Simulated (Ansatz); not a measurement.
# doublet InPH4O+: levels of theory compared

Wanted: a comparison of 6 runs (UHF/STO-3G, UHF/3-21G, UB2PLYP/def2-SVPD, UB3LYP/def2-SVPD, RPA@PBE/def2-SVPD, UCCSD(T)/def2-SVPD) of doublet InPH4O+. 

The results are computed with Ansatz 0.2.0.

53 further runs of the same task are left out: 53 set aside as unsound or not needed. Runs told in other sessions of the task aren't counted.

### 1 The structure to begin with

InPH4O+: 7 atoms, total charge +1, spin state doublet. SMILES of the parent species: `O[PH][InH2]`. The shape is that of a PBE0-D4/def2-TZVP optimisation. This is one conformer, not always the lowest. That shape belongs to the parent species and isn't relaxed for this state.

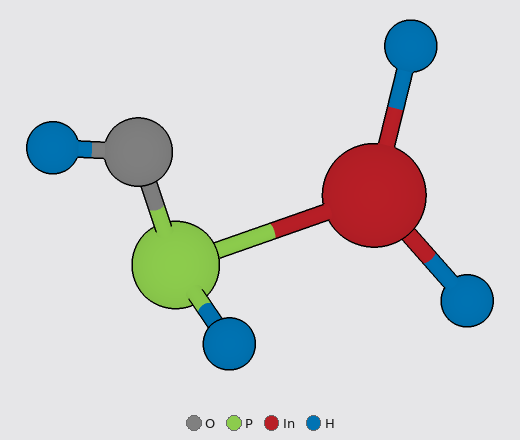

The structure, seen from a chosen angle (oxygen grey, phosphorus green, indium red, hydrogen blue).

### 2 A single-point energy at UHF/STO-3G (run 1)

run.yaml reads:

```yaml
basis:
  gaussian:
    orbitals: STO-3G
crystal:
  periodic: [false, false, false]
  atoms:
    - symbol: O
      position_ang: [-1.844500, 0.146900, 0.079200]
    - symbol: P
      position_ang: [-0.622800, -0.370000, -0.935500]
    - symbol: In
      position_ang: [1.396900, 0.365900, 0.345900]
    - symbol: H
      position_ang: [-2.634300, 0.311800, -0.441900]
    - symbol: H
      position_ang: [-0.483700, -1.722100, -0.492200]
    - symbol: H
      position_ang: [1.278200, 1.623200, 1.518000]
    - symbol: H
      position_ang: [2.910100, -0.355700, -0.073500]
hamiltonian:
  xc: hf
magnetization:
  spin_polarized: true
  initial_magnetization: 1
output: {orbitals: {seedname: orbitals}}
total_charge: 1
accuracy: high
```

Started as:

```
$ ansatz run run.yaml --threads 1 --pin off --max-ram 3480MiB --events-out events.jsonl --progress --plain --runs-dir runs
```

The log of the run:

```text
Warning: RAYON_NUM_THREADS=1 ignored (pool sized by the plan → 1); use --threads N
Functional definition: HF
  name "HF"
  exchange = exact_x
  correlation = 0
861 factors; integrals over basis functions are off by at most 2.6e-8 eV
mean field evaluation 1: about -165870.3427 eV, gradient 2.0e1 eV
mean field evaluation 2: about -165870.4014 eV, gradient 2.0e1 eV
mean field evaluation 4: about -165873.9592 eV, gradient 1.8e0 eV
mean field evaluation 8: about -165874.0981 eV, gradient 1.0e-1 eV
mean field evaluation 16: about -165874.0961 eV, gradient 1.3e-8 eV
mean field -165874.09610230 eV, -6095.7605982590 hartree, gradient 1.3e-8 eV, S^2 0.757026; 1 other end points of the search recorded, 0 dependent functions left out
reference -165874.09610230 eV, -6095.7605982590 hartree; 38, 37 occupied and 7, 8 virtual orbitals, 861 factors
Total energy: -165874.09610230 eV, -6095.7605982590 hartree
```

Wall time 2.5 s (1 thread of Arm Neoverse V1, shared host); peak memory 0.15 GiB.

### 3 The energy at UHF/3-21G (run 2)

input.yaml reads:

```yaml
crystal:
  periodic: [false, false, false]
  atoms:
    - {symbol: O, position_ang: [-1.844500, 0.146900, 0.079200]}
    - {symbol: P, position_ang: [-0.622800, -0.370000, -0.935500]}
    - {symbol: In, position_ang: [1.396900, 0.365900, 0.345900]}
    - {symbol: H, position_ang: [-2.634300, 0.311800, -0.441900]}
    - {symbol: H, position_ang: [-0.483700, -1.722100, -0.492200]}
    - {symbol: H, position_ang: [1.278200, 1.623200, 1.518000]}
    - {symbol: H, position_ang: [2.910100, -0.355700, -0.073500]}
basis:
  gaussian:
    orbitals: 3-21G-spherical.json
output:
  orbitals: {seedname: orbitals}
accuracy: high
magnetization:
  spin_polarized: true
  initial_magnetization: 1
hamiltonian:
  xc: hf
total_charge: 1
```

The basis set 3-21G is read from a file made from the Basis Set Exchange's data (not shown).

Started as:

```
$ ansatz run input.yaml --threads 1 --pin off --max-ram 3480MiB --events-out events.jsonl --progress --plain --runs-dir runs
```

The log of the run:

```text
Warning: RAYON_NUM_THREADS=1 ignored (pool sized by the plan → 1); use --threads N
Functional definition: HF
  name "HF"
  exchange = exact_x
  correlation = 0
1293 factors; integrals over basis functions are off by at most 9.6e-9 eV
mean field evaluation 1: about -166805.8835 eV, gradient 3.4e1 eV
mean field evaluation 2: about -166805.9144 eV, gradient 3.4e1 eV
mean field evaluation 4: about -166810.3624 eV, gradient 2.0e0 eV
mean field evaluation 8: about -166810.4749 eV, gradient 3.0e-1 eV
mean field evaluation 16: about -166810.4833 eV, gradient 2.2e-8 eV
mean field -166810.48331042 eV, -6130.1721934513 hartree, gradient 2.2e-8 eV, S^2 0.758101; 0 other end points of the search recorded, 0 dependent functions left out
reference -166810.48331042 eV, -6130.1721934513 hartree; 38, 37 occupied and 23, 24 virtual orbitals, 1293 factors
Total energy: -166810.48331042 eV, -6130.1721934513 hartree
```

Run time: 3.3 s. Hardware: 1 thread of Arm Neoverse V1, shared host; peak memory 0.23 GiB.

Run 3 isn't shown in full; the table further down has it.

### 4 The energy at UB3LYP/def2-SVPD (core potential) (run 4)

molecule.yaml reads:

```yaml
crystal:
  periodic: [false, false, false]
  atoms:
    - {symbol: O, position_ang: [-1.844500, 0.146900, 0.079200]}
    - {symbol: P, position_ang: [-0.622800, -0.370000, -0.935500]}
    - {symbol: In, position_ang: [1.396900, 0.365900, 0.345900]}
    - {symbol: H, position_ang: [-2.634300, 0.311800, -0.441900]}
    - {symbol: H, position_ang: [-0.483700, -1.722100, -0.492200]}
    - {symbol: H, position_ang: [1.278200, 1.623200, 1.518000]}
    - {symbol: H, position_ang: [2.910100, -0.355700, -0.073500]}
basis:
  gaussian:
    orbitals: def2-SVPD
hamiltonian:
  xc: {name: B3LYP}
total_charge: 1
output: {orbitals: {seedname: orbitals}}
magnetization:
  spin_polarized: true
  initial_magnetization: 1
accuracy: high
```

Started as:

```
$ ansatz run molecule.yaml --threads 1 --pin off --max-ram 3480MiB --events-out events.jsonl --progress --plain --runs-dir runs
```

The log of the run:

```text
Warning: RAYON_NUM_THREADS=1 ignored (pool sized by the plan → 1); use --threads N
Functional definition: B3LYP
  name "B3LYP"
  parameter a0 = 0.2
  parameter ax = 0.72
  parameter ac = 0.81
  exchange = (1 - a0 - ax)*slater_x + ax*b88_x + a0*exact_x
  correlation = (1 - ac)*vwn_rpa_c + ac*lyp_c
2372 factors; integrals over basis functions are off by at most 3.2e-9 eV
mean field evaluation 1: about -16550.6257 eV, gradient 5.9e1 eV
mean field evaluation 2: about -16397.8318 eV, gradient 1.4e2 eV
mean field evaluation 4: about -16560.4699 eV, gradient 1.9e1 eV
mean field evaluation 8: about -16563.7131 eV, gradient 6.0e-1 eV
mean field evaluation 16: about -16563.7941 eV, gradient 9.4e-3 eV
mean field evaluation 32: about -16563.7941 eV, gradient 3.4e-7 eV
mean field -16563.79407386 eV, -608.7082048715 hartree, gradient 5.6e-8 eV, S^2 0.755152; 2 other end points of the search recorded, 0 dependent functions left out
reference -16563.79411860 eV, -608.7082065155 hartree; 24, 23 occupied and 87, 88 virtual orbitals, 2372 factors
Total energy: -16563.79411860 eV, -608.7082065155 hartree
```

Wall time 31 s (1 thread of Arm Neoverse V1, shared host); peak memory 0.58 GiB.

Run 5 isn't shown in full; the table further down has it.

### 5 A single-point energy at UCCSD(T)/def2-SVPD (core potential) (run 6)

in.yaml reads:

```yaml
crystal:
  periodic: [false, false, false]
  atoms:
    - {symbol: O, position_ang: [-1.844500, 0.146900, 0.079200]}
    - {symbol: P, position_ang: [-0.622800, -0.370000, -0.935500]}
    - {symbol: In, position_ang: [1.396900, 0.365900, 0.345900]}
    - {symbol: H, position_ang: [-2.634300, 0.311800, -0.441900]}
    - {symbol: H, position_ang: [-0.483700, -1.722100, -0.492200]}
    - {symbol: H, position_ang: [1.278200, 1.623200, 1.518000]}
    - {symbol: H, position_ang: [2.910100, -0.355700, -0.073500]}
basis:
  gaussian:
    orbitals: def2-SVPD
total_charge: 1
magnetization:
  spin_polarized: true
  initial_magnetization: 1
correlation:
  method: ccsd_t
  frozen_orbitals: {H: 0, In: 4, O: 1, P: 5}
accuracy: high
scf:
  omitted_lower_state_checks: [cluster_reference, increment]
```

Started as:

```
$ ansatz run in.yaml --threads 1 --pin off --max-ram 3480MiB --events-out events.jsonl --progress --plain --runs-dir runs
```

The log of the run:

```text
Warning: RAYON_NUM_THREADS=1 ignored (pool sized by the plan → 1); use --threads N
[... 12 lines left out ...]
10 core orbitals not correlated: weight in the atoms' cores, before any rotation towards them, 1.000 or more for the frozen orbitals, at most 0.000 for the correlated occupied ones
[... 36 lines left out ...]
Total energy: -16520.63684250 eV, -607.1222058722 hartree
Checks for a lower state left out: cluster_reference, increment
```

It took 4.6 min on 1 thread of Arm Neoverse V1, shared host; peak memory 2 GiB.

### 6 The series

```csv
run,level,core potential,frozen core orbitals,energy (Eh),HOMO energy (eV),LUMO energy (eV),⟨S²⟩,wall time
1,UHF/STO-3G,none,–,-6095.760598,-13.93,-4.02,0.757,2.5 s
2,UHF/3-21G,none,–,-6130.172193,-15.83,-6.87,0.758,3.3 s
3,UB2PLYP/def2-SVPD (core potential),def2-SVPD,10,-608.145795,-14.15,-9.23,0.761,36 s
4,UB3LYP/def2-SVPD (core potential),def2-SVPD,–,-608.708207,-13.07,-10.79,0.755,31 s
5,RPA@PBE/def2-SVPD (core potential),def2-SVPD,10,-607.318209,–,–,0.753,40 s
6,UCCSD(T)/def2-SVPD (core potential),def2-SVPD,10,-607.122206,–,–,0.771,4.6 min
```

### 7 What came out

| quantity | value |
| --- | --- |
| run 6: total energy | -607.12221 Eh |
| run 6: correlation energy (10 core orbitals frozen) | -450.1 mEh |
| run 6: (T) correction | -14.09 mEh |
| run 6: ⟨S²⟩ of the reference determinant | 0.771 |
| run 6: T1 diagnostic | 0.018 |

**Reading.** Totals of different functionals can't be ranked against each other. Some runs of one species differ in core potentials or relativity; totals across that change don't compare. In run 1 the basis is minimal, so the values are rough. In runs 1, 2 relativity is left out where basis or elements ask for it. All runs together took 6.5 min, the longest 4.6 min.
